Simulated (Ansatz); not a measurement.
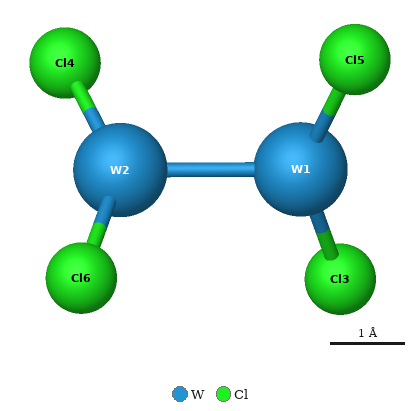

The structure as given in the input (ball-and-stick view, seen on its broad side; atoms are numbered from 1 in the order of the input). Sticks mark near contacts.

Geometry relaxation of W2Cl4 (charge −1)

The run: geometry relaxation of W2Cl4, charge −1, multiplicity 2. Method and program: UKS PBE-D4/def2-SVPD (Ansatz 0.2.0).

The geometry: GFN2-xTB start. Figures and captions count atoms from 1; the log counts them from 0 in places.

## The program's output
```
Functional definition: PBE
  name "PBE"
  cite "Perdew, Burke & Ernzerhof, Phys. Rev. Lett. 77, 3865 (1996) doi:10.1103/PhysRevLett.77.3865"
  parent pbe
  parameter kappa = 0.804
  parameter beta = 0.06672455060314922
  exchange = pbe_x(kappa = kappa, mu = beta*pi^2/3)
  correlation = pbe_c(beta = beta)
these checks for a lower state are left out or cut short: stability, starts, cluster_reference, orbital_swaps, neighbouring_geometries, increment
1736 factors; their error is unknown
mean field evaluation 1: about -53713.0778 eV, gradient 1.9e1 eV
mean field evaluation 2: about -53696.4578 eV, gradient 5.7e1 eV
mean field evaluation 4: about -53714.1150 eV, gradient 1.2e1 eV
mean field evaluation 8: about -53714.8641 eV, gradient 1.6e-1 eV
mean field evaluation 16: about -53714.7963 eV, gradient 1.0e-1 eV
mean field -53714.82345654 eV, -1973.9833528128 hartree, gradient 2.7e-6 eV, S^2 1.163999; 0 other end points of the search recorded, 0 dependent functions left out
the calculation of the forces begins
reference -53714.82350285 eV, -1973.9833545146 hartree; 49, 48 occupied and 129, 130 virtual orbitals, 1736 factors
relax step   1: F+E_penalty+E_count = -53715.18002896 eV  Δ(F+E_penalty+E_count) = +0.000e0 eV  max|allowed force component| = 4.156e0 eV/Å  Δτ_max = 0.0000 Å  (54 SCF iters, accepted)
these checks for a lower state are left out or cut short: stability, starts, cluster_reference, orbital_swaps, neighbouring_geometries, increment
1736 factors; their error is unknown
mean field evaluation 32: about -53715.4676 eV, gradient 2.6e-1 eV
mean field -53715.39148887 eV, -1974.0042276158 hartree, gradient 2.4e-6 eV, S^2 1.578665; 0 other end points of the search recorded, 0 dependent functions left out
[... from here on the field's lines of each further geometry are left out, up to the last ...]
relax step   2: F+E_penalty+E_count = -53715.74760939 eV  Δ(F+E_penalty+E_count) = -5.676e-1 eV  max|allowed force component| = 6.359e0 eV/Å  Δτ_max = 0.1923 Å  (44 SCF iters, accepted)
relax step   3: F+E_penalty+E_count = -53716.44114419 eV  Δ(F+E_penalty+E_count) = -6.935e-1 eV  max|allowed force component| = 2.857e-1 eV/Å  Δτ_max = 0.1099 Å  (36 SCF iters, accepted)
relax step   4: F+E_penalty+E_count = -53716.51949892 eV  Δ(F+E_penalty+E_count) = -7.835e-2 eV  max|allowed force component| = 1.969e-1 eV/Å  Δτ_max = 0.1280 Å  (35 SCF iters, accepted)
relax step   5: F+E_penalty+E_count = -53716.63564493 eV  Δ(F+E_penalty+E_count) = -1.161e-1 eV  max|allowed force component| = 1.936e-1 eV/Å  Δτ_max = 0.1950 Å  (34 SCF iters, accepted)
relax step   6: F+E_penalty+E_count = -53716.74893112 eV  Δ(F+E_penalty+E_count) = -1.133e-1 eV  max|allowed force component| = 3.655e-1 eV/Å  Δτ_max = 0.1950 Å  (34 SCF iters, accepted)
relax step   7: F+E_penalty+E_count = -53716.85394396 eV  Δ(F+E_penalty+E_count) = -1.050e-1 eV  max|allowed force component| = 1.587e-1 eV/Å  Δτ_max = 0.1950 Å  (34 SCF iters, accepted)
relax step   8: F+E_penalty+E_count = -53716.92546743 eV  Δ(F+E_penalty+E_count) = -7.152e-2 eV  max|allowed force component| = 1.012e-1 eV/Å  Δτ_max = 0.1941 Å  (29 SCF iters, accepted)
relax step   9: F+E_penalty+E_count = -53716.95762976 eV  Δ(F+E_penalty+E_count) = -3.216e-2 eV  max|allowed force component| = 1.292e-1 eV/Å  Δτ_max = 0.1953 Å  (38 SCF iters, accepted)
relax step  10: F+E_penalty+E_count = -53716.96608533 eV  Δ(F+E_penalty+E_count) = -8.456e-3 eV  max|allowed force component| = 2.137e-1 eV/Å  Δτ_max = 0.1949 Å  (37 SCF iters, accepted)
relax step  11: F+E_penalty+E_count = -53716.97156437 eV  Δ(F+E_penalty+E_count) = -5.479e-3 eV  max|allowed force component| = 2.541e-1 eV/Å  Δτ_max = 0.0483 Å  (33 SCF iters, accepted)
relax step  12: F+E_penalty+E_count = -53716.97723842 eV  Δ(F+E_penalty+E_count) = -5.674e-3 eV  max|allowed force component| = 2.739e-2 eV/Å  Δτ_max = 0.0427 Å  (34 SCF iters, accepted)
the calculation of the forces begins
reference -53716.60641135 eV, -1974.0488751934 hartree; 49, 48 occupied and 129, 130 virtual orbitals, 1736 factors
relax step  13: F+E_penalty+E_count = -53716.97814228 eV  Δ(F+E_penalty+E_count) = -9.039e-4 eV  max|allowed force component| = 3.141e-2 eV/Å  Δτ_max = 0.0195 Å  (29 SCF iters, accepted)
these checks for a lower state are left out or cut short: stability, starts, cluster_reference, orbital_swaps, neighbouring_geometries, increment
1736 factors; their error is unknown
mean field -53716.60646189 eV, -1974.0488770509 hartree, gradient 6.0e-6 eV, S^2 0.781752; 0 other end points of the search recorded, 0 dependent functions left out
the calculation of the forces begins
reference -53716.60650710 eV, -1974.0488787123 hartree; 49, 48 occupied and 129, 130 virtual orbitals, 1736 factors
relax step  14: F+E_penalty+E_count = -53716.97816585 eV  Δ(F+E_penalty+E_count) = -2.357e-5 eV  max|allowed force component| = 4.321e-3 eV/Å  Δτ_max = 0.0016 Å  (32 SCF iters, accepted)
```

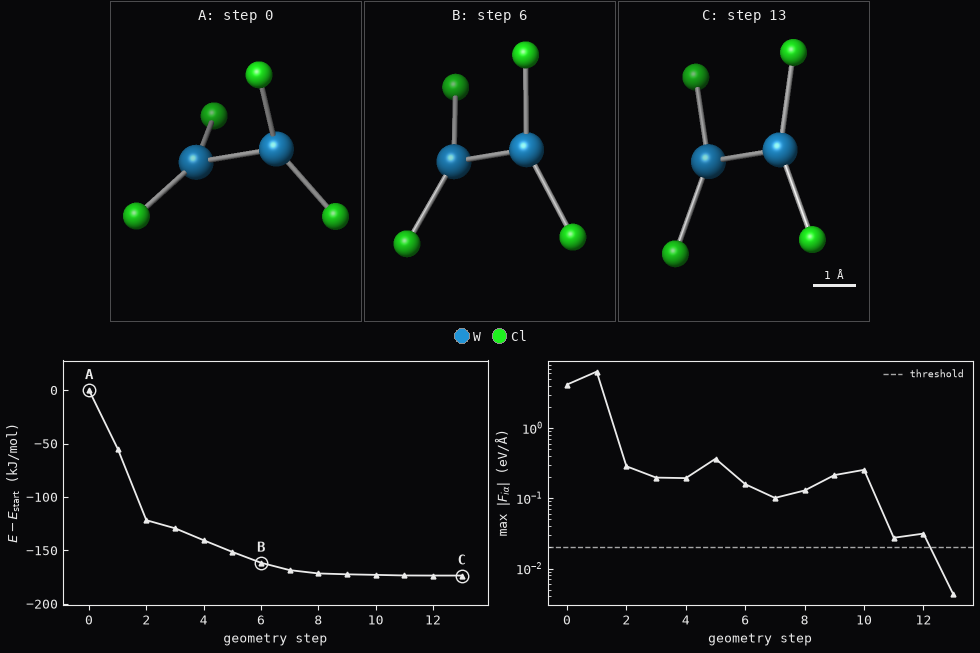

Frames of the relaxation (ball-and-stick view, seen at a tilt) above the curves, on which the letters mark them (the first geometry is step 0 here and step 1 in the log).

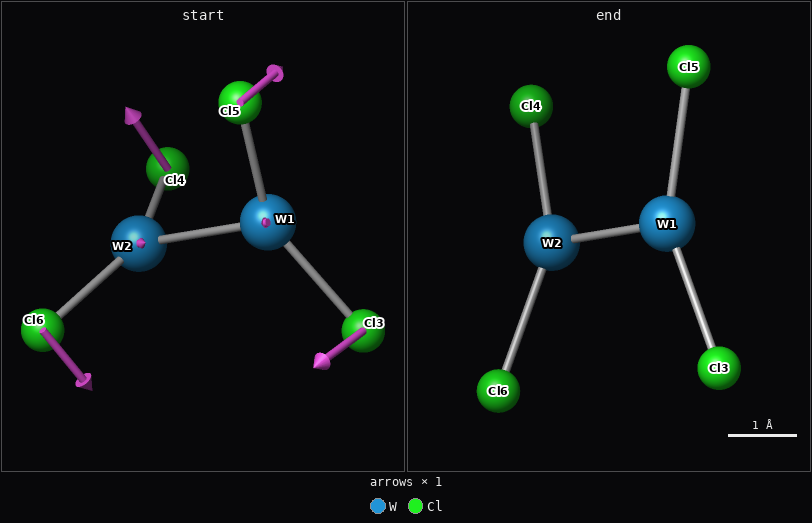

Before (left) and after (right) the relaxation, at one scale (ball-and-stick view, seen at a tilt). The pink arrows give the displacements, at true length. Over 13 geometry steps the energy falls by 173.5 kJ/mol. Largest force component: 4.2 eV/Å at the start, 0.0043 eV/Å at the end. The largest moves after the best rigid fit, 1.33 Å, are those of Cl3, Cl4 and Cl5. By element the largest moves are Cl 1.33 Å, W 0.13 Å. Among the contacts that change: W1–W2 2.456 → 2.195 Å, W1–Cl3 2.186 → 2.361 Å. (Atoms are counted from 1 in the order of the input.)

```
Total energy: -53716.97821106 eV, -1974.0625385808 hartree
Atom 0 at    -0.938127    -0.564047     0.079238 Å, force     0.004216     0.002623     0.000306 eV/Å
Atom 1 at     0.938136     0.564027    -0.079233 Å, force    -0.004321    -0.002574    -0.000408 eV/Å
Atom 2 at    -1.436294    -1.400326    -2.071923 Å, force     0.000004     0.000030     0.000005 eV/Å
Atom 3 at     1.824385     0.758844     2.100571 Å, force     0.000035     0.000026     0.000165 eV/Å
Atom 4 at    -1.636872    -0.447329     2.331602 Å, force    -0.000176    -0.000190    -0.000076 eV/Å
Atom 5 at     1.248772     1.088831    -2.360255 Å, force     0.000242     0.000086     0.000008 eV/Å
Dipole moment:     0.000009     0.000017     0.000012 e Å
Checks for a lower state left out: stability, starts, cluster_reference, orbital_swaps, neighbouring_geometries, increment
```

## Trajectory as extended XYZ (Å, eV, eV/Å), 14 frames, from step=1 to step=14
```
6
Properties=species:S:1:pos:R:3:forces:R:3 step=1 energy=-53715.18003
W    -1.0500   -0.6306    0.0912    4.1532   2.4887  -0.3488
W     1.0490    0.6322   -0.0866   -4.1557  -2.4879   0.3655
Cl   -0.8937   -2.3237   -1.2822    0.0560  -2.2233  -1.8317
Cl    2.4273   -0.1985    1.3920    1.8790  -0.9614   1.9687
Cl   -2.3039    0.4040    1.5519   -1.7108   1.2344   1.9673
Cl    0.7712    2.1166   -1.6662   -0.2218   1.9495  -2.1210
6
Properties=species:S:1:pos:R:3:forces:R:3 step=2 energy=-53715.74761
W    -0.8853   -0.5325    0.0770   -6.3589  -3.8341   0.5345
W     0.8845    0.5343   -0.0721    6.3583   3.8346  -0.5376
Cl   -0.8377   -2.3586   -1.3929    0.0794  -0.2133  -0.4377
Cl    2.4263   -0.2571    1.5069    0.1369  -0.1406   0.4551
Cl   -2.2929    0.4782    1.6562   -0.0988   0.2029   0.4404
Cl    0.7051    2.1357   -1.7751   -0.1169   0.1504  -0.4548
6
Properties=species:S:1:pos:R:3:forces:R:3 step=3 energy=-53716.44114
W    -0.9653   -0.5807    0.0834   -0.0210  -0.0100   0.0007
W     0.9645    0.5823   -0.0792    0.0218   0.0090  -0.0051
Cl   -0.8550   -2.3579   -1.5010   -0.0559   0.2857   0.1003
Cl    2.4296   -0.2344    1.6144   -0.2247   0.1762  -0.1189
Cl   -2.2870    0.4708    1.7655    0.2144  -0.1919  -0.1123
Cl    0.7131    2.1199   -1.8831    0.0654  -0.2691   0.1354
6
Properties=species:S:1:pos:R:3:forces:R:3 step=4 energy=-53716.51950
W    -0.9661   -0.5808    0.0830    0.1969   0.1194  -0.0172
W     0.9655    0.5822   -0.0800   -0.1962  -0.1205   0.0162
Cl   -0.8986   -2.2655   -1.5770   -0.0647   0.1546  -0.0169
Cl    2.3646   -0.1482    1.6830   -0.1093   0.1304   0.0047
Cl   -2.2159    0.3947    1.8395    0.1099  -0.1285   0.0135
Cl    0.7505    2.0176   -1.9486    0.0635  -0.1554  -0.0003
6
Properties=species:S:1:pos:R:3:forces:R:3 step=5 energy=-53716.63565
W    -0.9616   -0.5783    0.0820    0.1936   0.1185  -0.0154
W     0.9611    0.5792   -0.0803   -0.1925  -0.1194   0.0185
Cl   -0.9895   -2.1386   -1.6923   -0.0567   0.1577  -0.0312
Cl    2.2885   -0.0017    1.7868   -0.1170   0.1260   0.0172
Cl   -2.1302    0.2641    1.9554    0.1181  -0.1226   0.0251
Cl    0.8317    1.8753   -2.0517    0.0545  -0.1601  -0.0142
6
Properties=species:S:1:pos:R:3:forces:R:3 step=6 energy=-53716.74893
W    -0.9587   -0.5766    0.0814    0.3655   0.2212  -0.0297
W     0.9586    0.5772   -0.0806   -0.3649  -0.2221   0.0335
Cl   -1.0597   -2.0005   -1.8091   -0.0624   0.1906   0.0551
Cl    2.1929    0.1318    1.8921   -0.1396   0.1403  -0.0717
Cl   -2.0254    0.1462    2.0696    0.1336  -0.1492  -0.0623
Cl    0.8923    1.7218   -2.1534    0.0679  -0.1808   0.0751
6
Properties=species:S:1:pos:R:3:forces:R:3 step=7 energy=-53716.85394
W    -0.9503   -0.5716    0.0806    0.1373   0.0834  -0.0111
W     0.9499    0.5719   -0.0800   -0.1363  -0.0833   0.0123
Cl   -1.1558   -1.8566   -1.8984   -0.0362   0.1587   0.0653
Cl    2.1060    0.2890    1.9679   -0.1224   0.1012  -0.0775
Cl   -1.9313    0.0009    2.1591    0.1154  -0.1118  -0.0724
Cl    0.9815    1.5665   -2.2293    0.0422  -0.1482   0.0834
6
Properties=species:S:1:pos:R:3:forces:R:3 step=8 energy=-53716.92547
W    -0.9433   -0.5674    0.0799    0.0208   0.0129  -0.0017
W     0.9442    0.5683   -0.0797   -0.0232  -0.0150   0.0036
Cl   -1.2345   -1.6991   -1.9793   -0.0347   0.1012   0.0757
Cl    1.9991    0.4360    2.0360   -0.0699   0.0735  -0.0847
Cl   -1.8188   -0.1364    2.2373    0.0641  -0.0838  -0.0784
Cl    1.0533    1.3986   -2.2942    0.0429  -0.0888   0.0855
6
Properties=species:S:1:pos:R:3:forces:R:3 step=9 energy=-53716.95763
W    -0.9452   -0.5686    0.0798    0.0012   0.0016   0.0016
W     0.9405    0.5657   -0.0795    0.0137   0.0071   0.0017
Cl   -1.3780   -1.5761   -2.0229    0.0505   0.1114   0.1103
Cl    1.9568    0.6247    2.0630   -0.1260  -0.0045  -0.1178
Cl   -1.7706   -0.3168    2.2889    0.1078  -0.0169  -0.1250
Cl    1.1965    1.2710   -2.3294   -0.0472  -0.0988   0.1292
6
Properties=species:S:1:pos:R:3:forces:R:3 step=10 energy=-53716.96609
W    -0.9359   -0.5627    0.0791    0.1928   0.1160  -0.0163
W     0.9444    0.5679   -0.0798   -0.2137  -0.1287   0.0188
Cl   -1.3803   -1.3990   -2.0917   -0.0456   0.0043   0.1183
Cl    1.7932    0.7082    2.1282    0.0302   0.0421  -0.1359
Cl   -1.6078   -0.3974    2.3442   -0.0317  -0.0508  -0.1117
Cl    1.1864    1.0831   -2.3801    0.0679   0.0172   0.1268
6
Properties=species:S:1:pos:R:3:forces:R:3 step=11 energy=-53716.97156
W    -0.9396   -0.5650    0.0795    0.2413   0.1451  -0.0204
W     0.9424    0.5666   -0.0796   -0.2541  -0.1528   0.0210
Cl   -1.4139   -1.3925   -2.0660   -0.0572  -0.0731  -0.1394
Cl    1.8062    0.7413    2.0956    0.0933   0.0290   0.1508
Cl   -1.6207   -0.4318    2.3225   -0.0733  -0.0054   0.1505
Cl    1.2256    1.0814   -2.3519    0.0500   0.0571  -0.1624
6
Properties=species:S:1:pos:R:3:forces:R:3 step=12 energy=-53716.97724
W    -0.9380   -0.5640    0.0792   -0.0164  -0.0096   0.0017
W     0.9389    0.5645   -0.0793    0.0137   0.0081  -0.0020
Cl   -1.4529   -1.4072   -2.0678    0.0258   0.0201   0.0173
Cl    1.8375    0.7697    2.0968   -0.0274  -0.0137  -0.0173
Cl   -1.6507   -0.4588    2.3301    0.0268   0.0116  -0.0215
Cl    1.2651    1.0958   -2.3589   -0.0226  -0.0164   0.0218
6
Properties=species:S:1:pos:R:3:forces:R:3 step=13 energy=-53716.97814
W    -0.9381   -0.5640    0.0794   -0.0286  -0.0174   0.0014
W     0.9371    0.5634   -0.0793    0.0314   0.0189  -0.0022
Cl   -1.4348   -1.4010   -2.0718   -0.0015  -0.0005  -0.0013
Cl    1.8247    0.7576    2.1000   -0.0002   0.0003   0.0022
Cl   -1.6370   -0.4459    2.3316   -0.0008  -0.0008   0.0020
Cl    1.2481    1.0898   -2.3598   -0.0003  -0.0006  -0.0021
6
Properties=species:S:1:pos:R:3:forces:R:3 step=14 energy=-53716.97817
W    -0.9381   -0.5640    0.0792    0.0042   0.0026   0.0003
W     0.9381    0.5640   -0.0792   -0.0043  -0.0026  -0.0004
Cl   -1.4363   -1.4003   -2.0719    0.0000   0.0000   0.0000
Cl    1.8244    0.7588    2.1006    0.0000   0.0000   0.0002
Cl   -1.6369   -0.4473    2.3316   -0.0002  -0.0002  -0.0001
Cl    1.2488    1.0888   -2.3603    0.0002   0.0001   0.0000
```

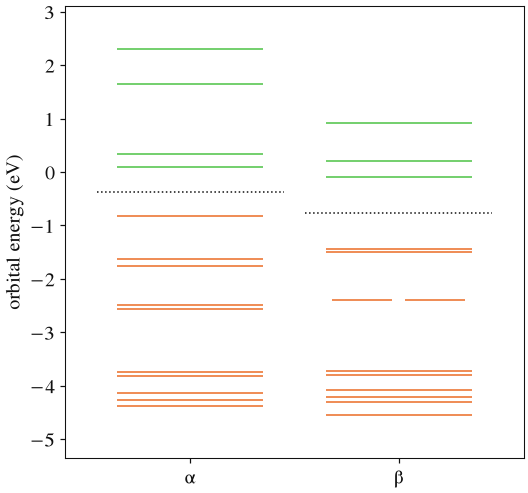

Orbital energies near the frontier for α and β spins; the dotted line parts filled from empty levels, and levels within 0.02 eV of each other stand side by side. α: highest filled −0.83 eV, lowest empty 0.09 eV, 0.92 eV apart; β: highest filled −1.45 eV, lowest empty −0.09 eV, 1.36 eV apart.

This output came from the following input.

## The input
```yaml
crystal:
  periodic: [false, false, false]
  atoms:
    - {symbol: W, position_ang: [-1.049980, -0.630640, 0.091160]}
    - {symbol: W, position_ang: [1.048970, 0.632210, -0.086620]}
    - {symbol: Cl, position_ang: [-0.893670, -2.323660, -1.282220]}
    - {symbol: Cl, position_ang: [2.427340, -0.198460, 1.391990]}
    - {symbol: Cl, position_ang: [-2.303910, 0.403990, 1.551860]}
    - {symbol: Cl, position_ang: [0.771250, 2.116560, -1.666170]}
basis:
  gaussian: {orbitals: def2-SVPD}
total_charge: -1
magnetization: {spin_polarized: true, initial_magnetization: 1}
hamiltonian: {xc: pbe, dispersion: d4}
scf: {lower_state_search: "off"}
output: {orbitals: {seedname: orbitals}}
relax: {f_tol: 0.02, max_steps: 100}
```

Launched with:
```bash
ansatz run in.yaml --threads 4 --pin off --events-out ev --progress --plain --max-ram 4787MiB
```

## Results in brief

| quantity | value |
| --- | --- |
| outcome | converged |
| total energy | −53716.9782 eV |
| mean-field energy | −53716.6065 eV |
| dispersion energy | −0.3717 eV |
| ⟨S²⟩ | 0.782 |
| HOMO (either spin) | −0.83 eV |
| LUMO (either spin) | −0.09 eV |
| largest force (length of the vector) at the end | 0.005 eV/Å |
| hardware | 4 threads of Intel Xeon, 31 GiB of memory available, shared host |
| wall time | 47 s (CPU time 2.9 min) |
| peak memory | 0.35 GiB |
